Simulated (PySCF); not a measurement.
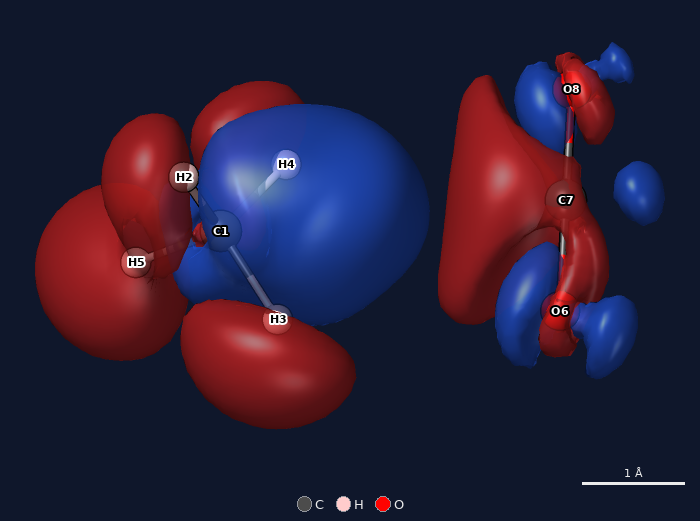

Figure. C2H4O2, SMILES `C.O=C=O`. Density of the complex less the densities of the two fragments at the same geometry, ±0.0003 e/Å³ (blue: gain, red: loss). Fragment A: H4C (atoms 1–5); fragment B: CO2.

Method: BP86/6-311+G**; geometry: GFN2-xTB; program: PySCF.

The calculation's input:

```python
import numpy as np
from pyscf import gto, scf, dft
from pyscf.scf import atom_ks, atom_hf
from scipy.linalg import block_diag
from pyscf.dispersion import dftd3

def solve(mol, dm0=None, hcore=None):
    mf = (dft.UKS if mol.spin else dft.RKS)(mol, xc='bp86')
    mf.grids.level = 3
    mf = mf.density_fit(auxbasis='def2-universal-jkfit')
    mf.conv_tol, mf.max_cycle = 1e-8, 80
    if hcore is not None:
        mf.get_hcore = lambda *args: hcore
    mf.kernel(dm0)
    if not mf.converged:
        mf = mf.newton().run(mf.mo_coeff, mf.mo_occ, max_cycle=30)
    assert mf.converged, 'SCF not converged'
    return mf

mol = gto.M(atom='''
C     -2.44269     0.03665    -0.00004
H     -2.50175     0.26837     1.05550
H     -1.90964    -0.89548    -0.13621
H     -1.92175     0.83342    -0.51544
H     -3.44217    -0.05901    -0.40362
O      1.03959    -1.15812    -0.00019
C      1.10916    -0.01656     0.00042
O      1.18247     1.12465    -0.00013
''', basis='6-311+g**', charge=0, spin=0, verbose=4)
mol_a = gto.M(atom='''
C     -2.44269     0.03665    -0.00004
H     -2.50175     0.26837     1.05550
H     -1.90964    -0.89548    -0.13621
H     -1.92175     0.83342    -0.51544
H     -3.44217    -0.05901    -0.40362
ghost-O      1.03959    -1.15812    -0.00019
ghost-C      1.10916    -0.01656     0.00042
ghost-O      1.18247     1.12465    -0.00013
''', basis='6-311+g**', charge=0, spin=0, verbose=4)
mol_b = gto.M(atom='''
ghost-C     -2.44269     0.03665    -0.00004
ghost-H     -2.50175     0.26837     1.05550
ghost-H     -1.90964    -0.89548    -0.13621
ghost-H     -1.92175     0.83342    -0.51544
ghost-H     -3.44217    -0.05901    -0.40362
O      1.03959    -1.15812    -0.00019
C      1.10916    -0.01656     0.00042
O      1.18247     1.12465    -0.00013
''', basis='6-311+g**', charge=0, spin=0, verbose=4)
ab, a, b = solve(mol), solve(mol_a), solve(mol_b)
e_int = ab.e_tot - a.e_tot - b.e_tot
print('counterpoise-corrected interaction energy / kcal/mol', e_int * 627.5095)
def disp(atoms, charge):
    m = gto.M(atom=atoms, charge=charge, basis='sto-3g', spin=None, unit='Bohr', verbose=0)
    return dftd3.DFTD3Dispersion(m, xc='bp86', version='d3bj').get_dispersion()['energy']
e_disp = disp(mol._atom, mol.charge) - disp(mol._atom[:5], mol_a.charge) - disp(mol._atom[5:], mol_b.charge)
print('D3(BJ) part / kcal/mol', e_disp * 627.5095)
# spherically averaged free atoms, for the promolecule
atm = atom_ks.get_atm_nrks(mol, xc='bp86')
pro = block_diag(*[(atm[a[0]][2] * atm[a[0]][3]) @ atm[a[0]][2].T for a in mol._atom])
np.savez('result.npz', e_int=e_int, e_disp=e_disp, dm_a=a.make_rdm1(), dm_b=b.make_rdm1(), c=ab.mo_coeff, occ=ab.mo_occ, eps=ab.mo_energy, pro=pro, d=[f.dip_moment(verbose=0) for f in (ab, a, b)])
```

Command:

```sh
OMP_NUM_THREADS=1 python input.py
```

The run took 19 s on 1 thread of Intel(R) Xeon(R) 6975P-C (Granite Rapids) (shared host), peak memory 0.43 GiB.

Partitions, critical points and surface values were worked out afterwards from this run's density.

Which way does charge flow?

Answer. Hirshfeld charges show almost no net transfer (under 0.005 e). 0.01 e is displaced in all, which induces a dipole of 0.06 D.

What is the interaction energy, and which contacts carry it?

Answer. The counterpoise-corrected interaction energy of the frozen fragments is +0.7 kcal/mol without dispersion correction and −0.4 kcal/mol with D3(BJ). The pair geometry is semi-empirical, not a minimum at this level. Contacts: H3···O6, 2.96 Å, ρ = 0.004 a.u. The pose is a local one from a semi-empirical search, not shown to be the most stable.
